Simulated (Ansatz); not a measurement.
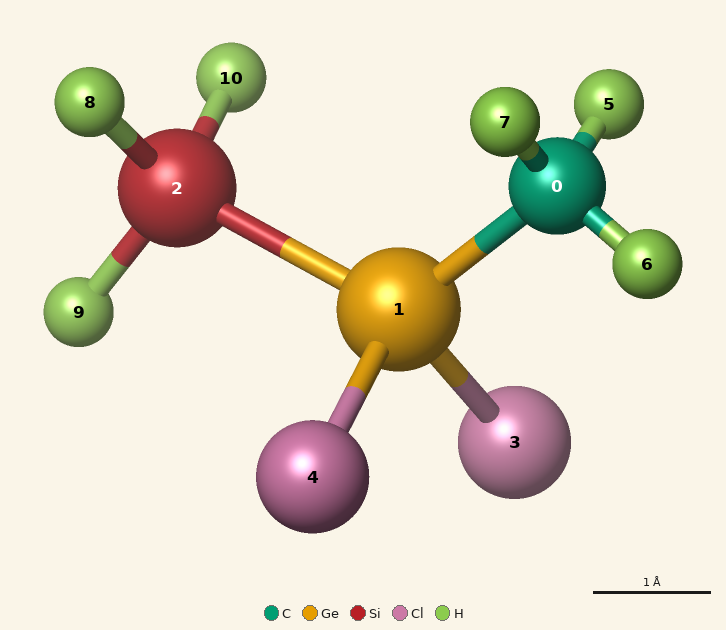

Starting geometry of the run. Atoms are numbered from 0, in the order of the input.

Ansatz 0.2.0 input:

```yaml
crystal:
  periodic: [false, false, false]
  atoms:
    - {symbol: C, position_ang: [-1.733905, 0.420229, 0.561647]}
    - {symbol: Ge, position_ang: [-0.039297, 0.553615, -0.370407]}
    - {symbol: Si, position_ang: [1.660946, -1.086722, -0.052560]}
    - {symbol: Cl, position_ang: [-0.479774, 0.618252, -2.488284]}
    - {symbol: Cl, position_ang: [0.819315, 2.473748, 0.138992]}
    - {symbol: H, position_ang: [-2.231561, -0.510616, 0.287398]}
    - {symbol: H, position_ang: [-2.359475, 1.265354, 0.274287]}
    - {symbol: H, position_ang: [-1.563531, 0.443295, 1.638581]}
    - {symbol: H, position_ang: [2.042145, -1.110685, 1.382534]}
    - {symbol: H, position_ang: [2.821072, -0.710422, -0.894526]}
    - {symbol: H, position_ang: [1.129564, -2.413149, -0.457062]}
basis:
  gaussian: {orbitals: def2-TZVP}
hamiltonian: {xc: {name: rPW86-PBE}, dispersion: d4}
accuracy: high
output: {forces: true}
```

Command:

```sh
ansatz run in.yaml --threads 2 --pin off --events-out ev --progress --plain --max-ram 32768MiB --backend cpu
```

What the program printed:

```
Functional definition: rPW86-PBE
  name "rPW86-PBE"
  cite "Murray, Lee & Langreth, J. Chem. Theory Comput. 5, 2754 (2009) doi:10.1021/ct900365q"
  cite "Perdew, Burke & Ernzerhof, Phys. Rev. Lett. 77, 3865 (1996) doi:10.1103/PhysRevLett.77.3865"
  parent pbe
  exchange = rpw86_x
  correlation = pbe_c
3935 factors; integrals over basis functions are off by at most 2.7e-8 eV
mean field evaluation 1: about -90623.2156 eV, gradient 7.2e1 eV
mean field evaluation 2: about -90607.3040 eV, gradient 1.0e2 eV
mean field evaluation 4: about -90633.7335 eV, gradient 7.4e0 eV
mean field evaluation 8: about -90633.8600 eV, gradient 8.1e-1 eV
mean field evaluation 16: about -90633.8613 eV, gradient 9.8e-5 eV
mean field -90633.86129552 eV, -3330.7329687727 hartree, gradient 2.9e-8 eV, S^2 0.000000; 0 other end points of the search recorded, 0 dependent functions left out
the calculation of the forces begins
reference -90633.86131156 eV, -3330.7329693621 hartree; 46, 46 occupied and 180, 180 virtual orbitals, 3935 factors
Total energy: -90634.23699213 eV, -3330.7467753685 hartree
Atom 0 at    -1.733905     0.420229     0.561647 Å, force    -0.318318    -0.024340     0.174588 eV/Å
Atom 1 at    -0.039297     0.553615    -0.370407 Å, force     0.160195    -0.351813     0.169295 eV/Å
Atom 2 at     1.660946    -1.086722    -0.052560 Å, force     0.097383    -0.094800     0.018854 eV/Å
Atom 3 at    -0.479774     0.618252    -2.488284 Å, force    -0.134146     0.005777    -0.612787 eV/Å
Atom 4 at     0.819315     2.473748     0.138992 Å, force     0.248777     0.552728     0.161583 eV/Å
Atom 5 at    -2.231561    -0.510616     0.287398 Å, force    -0.061661    -0.102547    -0.025648 eV/Å
Atom 6 at    -2.359475     1.265354     0.274287 Å, force    -0.077539     0.088638    -0.024236 eV/Å
Atom 7 at    -1.563531     0.443295     1.638581 Å, force     0.011290     0.001616     0.121845 eV/Å
Atom 8 at     2.042145    -1.110685     1.382534 Å, force     0.027440    -0.009714     0.072857 eV/Å
Atom 9 at     2.821072    -0.710422    -0.894526 Å, force     0.064330     0.008656    -0.037971 eV/Å
Atom 10 at     1.129564    -2.413149    -0.457062 Å, force    -0.017751    -0.074201    -0.018379 eV/Å
Dipole moment:    -0.131964    -0.428570     0.367926 e Å
```

Self-consistency was reached.
